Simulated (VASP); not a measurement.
Band structure of Li (bcc). Level of theory: r2SCAN+rVV10, VASP's PBE PAW potentials (set 64) (plane waves; VASP).

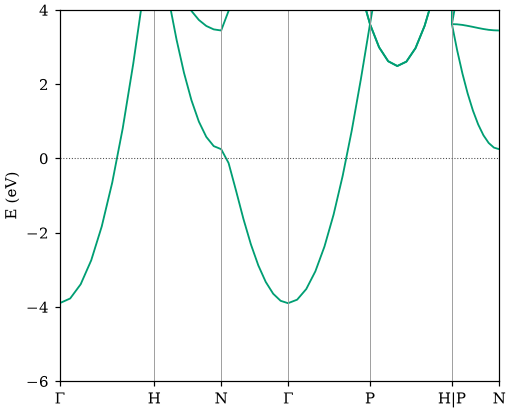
Bands along high-symmetry lines, zero at the valence-band maximum or, without a gap, the Fermi level

Read the plot: is there a gap, and where are the band edges?

It has no gap at this level: it comes out as a metal or semimetal.

The compound is Li in the bcc structure. It was relaxed first.
